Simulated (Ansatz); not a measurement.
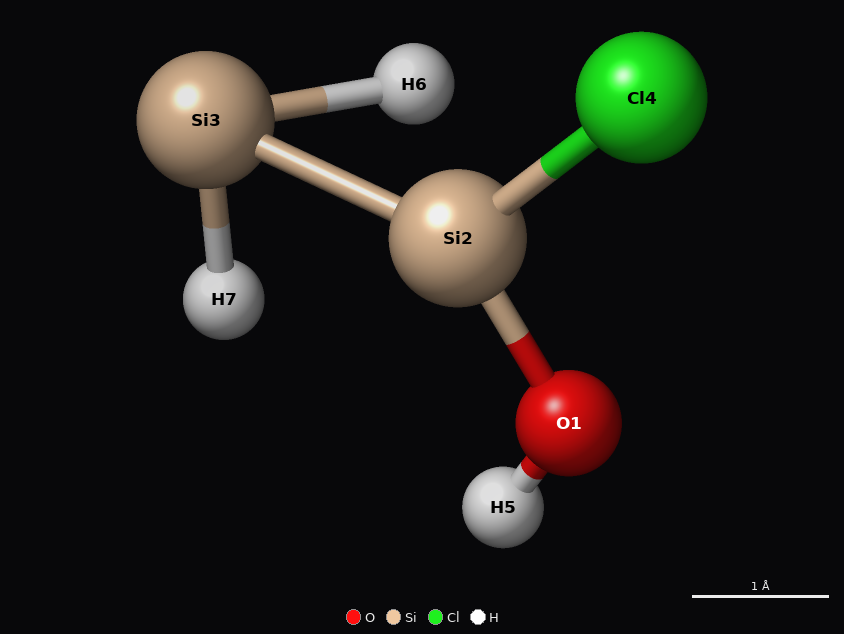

Orthographic view with a scale bar. The computed structure is the end point of a PBE0-D4/def2-TZVP optimisation. No frequency run is at hand to confirm it as a minimum.

Give an XYZ file in the frame of the picture: x to the right, y up, z towards the viewer, origin at the mean of the atomic positions.

```xyz
7
ClH3OSi2
O    1.02  -1.25   0.21
Si   0.20   0.11   0.58
Si  -1.65   0.98  -0.27
Cl   1.55   1.14   1.71
H    0.53  -1.87  -0.35
H   -0.12   1.24  -0.82
H   -1.52  -0.34  -1.06
```
